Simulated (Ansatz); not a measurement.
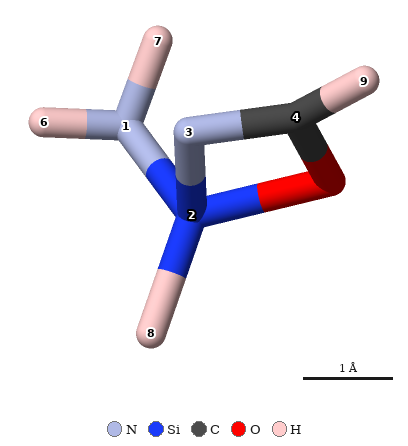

Figure 1. The starting structure (stick view, seen at a tilt; atoms are numbered from 1 in the order of the input).

**Run report: CH4N2OSi, geometry relaxation (part 1 of 2)**

CH4N2OSi, computed with RKS PBE0-D4/def2-SVP (Ansatz 0.2.0).

It belongs to a series of runs on one base structure; here: end point A relaxed. Figures and captions count atoms from 1; the log counts them from 0 in places.

### The input
```yaml
crystal:
  periodic: [false, false, false]
  atoms:
    - { symbol: "N", position_ang: [0.2117, 0.6978, 1.4768] }
    - { symbol: Si, position_ang: [-0.4867, -0.4213, 0.4533] }
    - { symbol: "N", position_ang: [0.725, -0.632, -0.7007] }
    - { symbol: C, position_ang: [0.0817, -0.1005, -1.5933] }
    - { symbol: O, position_ang: [-1.1042, 0.2238, -0.9188] }
    - { symbol: H, position_ang: [0.885, 0.308, 2.0193] }
    - { symbol: H, position_ang: [0.6977, 1.399, 0.8801] }
    - { symbol: H, position_ang: [-1.0143, -1.6464, 0.9841] }
    - { symbol: H, position_ang: [0.0926, 0.1253, -2.6179] }
basis:
  gaussian: { orbitals: def2-SVP }
hamiltonian:
  xc: pbe0
  dispersion: d4
relax:
  f_tol: 0.02
  max_steps: 50
```

Machine: 2 threads of Intel Xeon (Sapphire Rapids), 16 GiB of memory available, shared host.

Command:
```bash
ansatz run input.yaml --threads 2 --pin off --max-ram 3072MiB --backend cpu --events-out ev --progress --plain --runs-dir out
```

### Output
```
The last accepted step is kept in [file] (removed where the run ends without a failure and the disk answers)
Engine: ansatz 0.2.0, x86_64-unknown-linux-gnu
Functional definition: PBE0
  parameter a = 0.25
  parameter kappa = 0.804
  parameter beta = 0.06672455060314922
  exchange = (1 - a)*pbe_x(kappa = kappa, mu = beta*pi^2/3) + a*exact_x
  correlation = pbe_c(beta = beta)
1008 factors; integrals over basis functions are off by at most 3.2e-4 eV
mean field evaluation 1: about -13978.5141 eV, gradient 7.2e1 eV
mean field evaluation 2: about -13969.4737 eV, gradient 9.5e1 eV
mean field evaluation 4: about -13988.4866 eV, gradient 6.5e0 eV
mean field evaluation 8: about -13988.5942 eV, gradient 4.1e-1 eV
mean field evaluation 16: about -13988.5946 eV, gradient 2.1e-5 eV
mean field -13988.59455751 eV, -514.0713681784 hartree, gradient 6.1e-6 eV, S^2 0.000000; 0 other end points of the search recorded, 0 dependent functions left out
the calculation of the forces begins
reference -13988.59458053 eV, -514.0713690245 hartree; 23, 23 occupied and 71, 71 virtual orbitals, 1008 factors
relax step   1: F+E_penalty+E_count = -13988.75990929 eV  Δ(F+E_penalty+E_count) = +0.000e0 eV  max|allowed force component| = 7.843e0 eV/Å  Δτ_max = 0.0000 Å  (29 SCF iters, accepted)
these checks for a lower state are left out or cut short: starts, cluster_reference, orbital_swaps, neighbouring_geometries, increment
1008 factors; integrals over basis functions are off by at most 3.4e-4 eV
mean field -13989.93947179 eV, -514.1207928666 hartree, gradient 6.9e-6 eV, S^2 0.000000; 0 other end points of the search recorded, 0 dependent functions left out
[... from here on the field's lines of each further geometry are left out, up to the last ...]
relax step   2: F+E_penalty+E_count = -13990.10134502 eV  Δ(F+E_penalty+E_count) = -1.341e0 eV  max|allowed force component| = 2.474e0 eV/Å  Δτ_max = 0.1861 Å  (31 SCF iters, accepted)
relax step   3: F+E_penalty+E_count = -13990.41089776 eV  Δ(F+E_penalty+E_count) = -3.096e-1 eV  max|allowed force component| = 1.006e0 eV/Å  Δτ_max = 0.1916 Å  (31 SCF iters, accepted)
relax step   4: F+E_penalty+E_count = -13990.46341689 eV  Δ(F+E_penalty+E_count) = -5.252e-2 eV  max|allowed force component| = 9.226e-1 eV/Å  Δτ_max = 0.2000 Å  (35 SCF iters, accepted)
relax step   5: F+E_penalty+E_count = -13990.53387994 eV  Δ(F+E_penalty+E_count) = -7.046e-2 eV  max|allowed force component| = 3.852e-1 eV/Å  Δτ_max = 0.0745 Å  (30 SCF iters, accepted)
relax step   6: F+E_penalty+E_count = -13990.58033698 eV  Δ(F+E_penalty+E_count) = -4.646e-2 eV  max|allowed force component| = 2.290e-1 eV/Å  Δτ_max = 0.2000 Å  (29 SCF iters, accepted)
relax step   7: F+E_penalty+E_count = -13990.59508495 eV  Δ(F+E_penalty+E_count) = -1.475e-2 eV  max|allowed force component| = 3.335e-1 eV/Å  Δτ_max = 0.2000 Å  (30 SCF iters, accepted)
relax step   8: F+E_penalty+E_count = -13990.59386651 eV  Δ(F+E_penalty+E_count) = +1.218e-3 eV  max|allowed force component| = 4.775e-1 eV/Å  Δτ_max = 0.0940 Å  (29 SCF iters, rejected (line search))
relax step   9: F+E_penalty+E_count = -13990.59195258 eV  Δ(F+E_penalty+E_count) = +3.132e-3 eV  max|allowed force component| = 1.053e0 eV/Å  Δτ_max = 0.0456 Å  (30 SCF iters, rejected (line search))
relax step  10: F+E_penalty+E_count = -13990.60451640 eV  Δ(F+E_penalty+E_count) = -9.431e-3 eV  max|allowed force component| = 8.177e-2 eV/Å  Δτ_max = 0.0222 Å  (30 SCF iters, accepted)
relax step  11: F+E_penalty+E_count = -13990.61396007 eV  Δ(F+E_penalty+E_count) = -9.444e-3 eV  max|allowed force component| = 1.133e-1 eV/Å  Δτ_max = 0.1000 Å  (30 SCF iters, accepted)
relax step  12: F+E_penalty+E_count = -13990.61576297 eV  Δ(F+E_penalty+E_count) = -1.803e-3 eV  max|allowed force component| = 1.629e-1 eV/Å  Δτ_max = 0.1296 Å  (30 SCF iters, accepted)
relax step  13: F+E_penalty+E_count = -13990.61877123 eV  Δ(F+E_penalty+E_count) = -3.008e-3 eV  max|allowed force component| = 1.335e-1 eV/Å  Δτ_max = 0.0619 Å  (31 SCF iters, accepted)
relax step  14: F+E_penalty+E_count = -13990.62111671 eV  Δ(F+E_penalty+E_count) = -2.345e-3 eV  max|allowed force component| = 5.109e-2 eV/Å  Δτ_max = 0.0627 Å  (29 SCF iters, accepted)
relax step  15: F+E_penalty+E_count = -13990.62031132 eV  Δ(F+E_penalty+E_count) = +8.054e-4 eV  max|allowed force component| = 1.125e-1 eV/Å  Δτ_max = 0.0377 Å  (31 SCF iters, rejected (line search))
relax step  16: F+E_penalty+E_count = -13990.62120740 eV  Δ(F+E_penalty+E_count) = -9.069e-5 eV  max|allowed force component| = 5.506e-2 eV/Å  Δτ_max = 0.0189 Å  (32 SCF iters, accepted)
relax step  17: F+E_penalty+E_count = -13990.62129466 eV  Δ(F+E_penalty+E_count) = -8.726e-5 eV  max|allowed force component| = 1.227e-1 eV/Å  Δτ_max = 0.0212 Å  (32 SCF iters, accepted)
the calculation of the forces begins
reference -13990.46395060 eV, -514.1400671075 hartree; 23, 23 occupied and 71, 71 virtual orbitals, 1008 factors
relax step  18: F+E_penalty+E_count = -13990.62155401 eV  Δ(F+E_penalty+E_count) = -2.594e-4 eV  max|allowed force component| = 7.520e-3 eV/Å  Δτ_max = 0.0084 Å  (25 SCF iters, accepted)
```

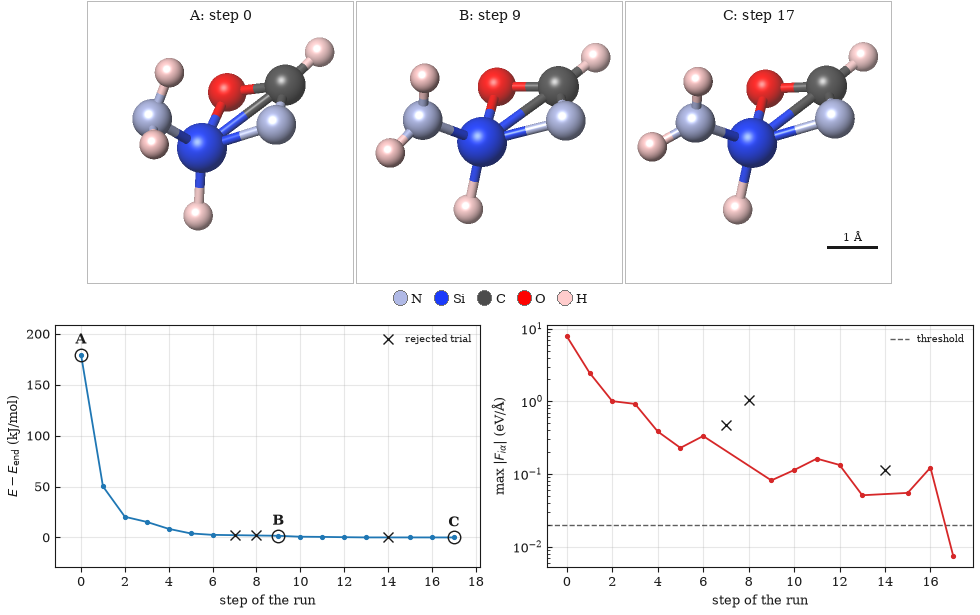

Figure 2. Frames of the relaxation (ball-and-stick view, seen at a tilt) above the curves, on which the letters mark them (the first geometry is step 0 here and step 1 in the log).

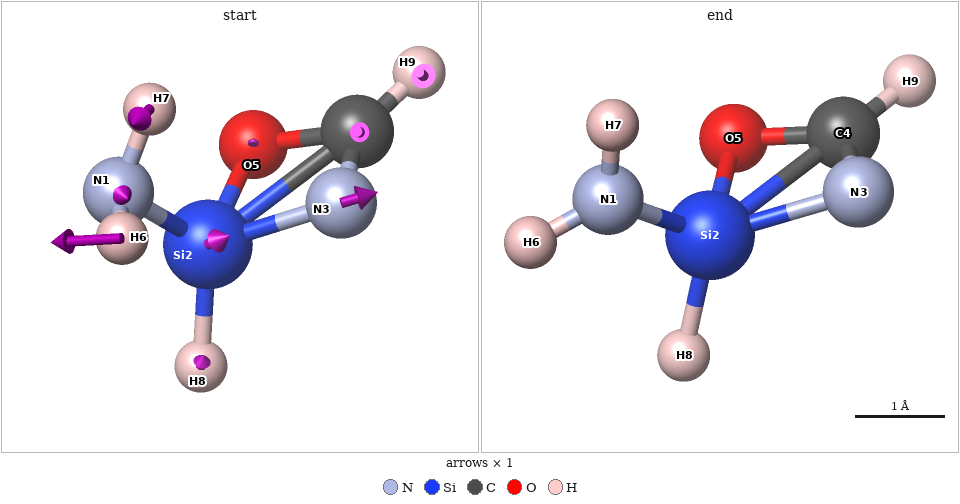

Figure 3. Before (left) and after (right) the relaxation, at one scale (ball-and-stick view, seen at a tilt). The pink arrows give the displacements, at true length. The atom that moves furthest after the best rigid fit is H6 (0.93 Å). By element the largest moves are H 0.93 Å, N 0.44 Å, Si 0.38 Å, C 0.26 Å, O 0.08 Å. Distances before and after: Si2–O5 1.637 → 1.773 Å, Si2–N3 1.687 → 1.773 Å, Si2–C4 2.148 → 2.077 Å, N3–C4 1.222 → 1.285 Å. Among the angles that change: N1–Si2–C4 111.9° → 129.7°, N1–Si2–N3 101.7° → 118.9°, Si2–N1–H7 107.2° → 123.2°. After 17 geometry steps the energy has fallen by 179.6 kJ/mol. Largest force component: 7.8 eV/Å at the start, 0.0075 eV/Å at the end. The line search rejected the trial steps at points 7, 8, 14 (counted from 0) and went back. (Atoms are counted from 1 in the order of the input.)

```
1008 factors; integrals over basis functions are off by at most 8.7e-4 eV
mean field -13990.46392711 eV, -514.1400662442 hartree, gradient 1.7e-5 eV, S^2 0.000000; 1 other end points of the search recorded, 0 dependent functions left out
the calculation of the forces begins
reference -13990.46395060 eV, -514.1400671075 hartree; 23, 23 occupied and 71, 71 virtual orbitals, 1008 factors
Total energy: -13990.62157750 eV, -514.1458597892 hartree
Atom 0 at     0.457749     0.615389     1.526733 Å, force    -0.000085     0.005351     0.004764 eV/Å
Atom 1 at    -0.123969    -0.416719     0.322157 Å, force    -0.003469    -0.007520     0.000311 eV/Å
Atom 2 at     0.875743    -0.706736    -1.113024 Å, force     0.000244    -0.000694    -0.003844 eV/Å
Atom 3 at    -0.115293    -0.182645    -1.741430 Å, force     0.001608    -0.000478     0.006237 eV/Å
Atom 4 at    -1.135392     0.260690    -0.967158 Å, force    -0.001026     0.000382    -0.000126 eV/Å
Atom 5 at     0.123977     0.591422     2.481524 Å, force     0.001094     0.000762     0.002085 eV/Å
Atom 6 at     1.062015     1.405343     1.335953 Å, force    -0.001061    -0.002403    -0.004119 eV/Å
Atom 7 at    -0.826297    -1.548506     0.969531 Å, force     0.001712     0.002984    -0.002589 eV/Å
Atom 8 at    -0.230034    -0.064538    -2.831386 Å, force     0.000982     0.001617    -0.002719 eV/Å
Dipole moment:    -0.068544     0.268183     0.485729 e Å
```

### Trajectory as extended XYZ (Å, eV, eV/Å), 18 frames, from step=1 to step=18
```
9
Properties=species:S:1:pos:R:3:forces:R:3 step=1 energy=-13988.75991
N     0.2117    0.6978    1.4768   -2.2068   3.2080  -1.2073
Si   -0.4867   -0.4213    0.4533    0.6675  -0.2464   0.3304
N     0.7250   -0.6320   -0.7007    7.8434  -4.0531  -1.1196
C     0.0817   -0.1005   -1.5933   -3.4346   0.2478   2.9370
O    -1.1042    0.2238   -0.9188   -4.8638   2.8965  -2.8553
H     0.8850    0.3080    2.0193    2.6150  -1.4899   2.6231
H     0.6977    1.3990    0.8801   -0.5648  -0.4866   0.6229
H    -1.0143   -1.6464    0.9841   -0.6267  -0.5237   0.5746
H     0.0926    0.1253   -2.6179    0.5707   0.4475  -1.9057
9
Properties=species:S:1:pos:R:3:forces:R:3 step=2 energy=-13990.10134
N     0.1993    0.7155    1.5101   -0.0759   0.5260  -0.1269
Si   -0.3840   -0.4383    0.4021    0.2786  -0.1602   0.6309
N     0.8095   -0.7472   -0.8200    2.1862  -1.1402  -1.8734
C     0.0451   -0.1596   -1.6408   -1.6908   0.2413   2.4742
O    -1.1246    0.2534   -0.9358   -0.9346   0.8677  -1.6194
H     0.8722    0.3391    2.1612    0.1136  -0.1017   0.5096
H     0.6830    1.4539    0.9851   -0.2286  -0.0896   0.2934
H    -1.0470   -1.6077    1.0068   -0.0833  -0.0025   0.1489
H     0.0351    0.1446   -2.6859    0.4348  -0.1406  -0.4373
9
Properties=species:S:1:pos:R:3:forces:R:3 step=3 energy=-13990.41090
N     0.2011    0.7189    1.5283    0.6492  -0.3679   0.0564
Si   -0.2881   -0.4481    0.3601   -0.0212  -0.1563   0.6780
N     0.8371   -0.8642   -0.9691   -0.4588   0.6653  -0.6068
C     0.0107   -0.1704   -1.6670   -0.9042  -0.2033   0.7723
O    -1.1204    0.2953   -0.9450    1.0061  -0.0773  -0.6679
H     0.7939    0.3724    2.3015   -0.5606   0.2306  -0.4202
H     0.6918    1.5009    1.0878   -0.1359  -0.0087   0.2041
H    -1.0185   -1.5663    1.0185    0.1434   0.0720  -0.0504
H    -0.0191    0.1152   -2.7323    0.2821  -0.1544   0.0346
```
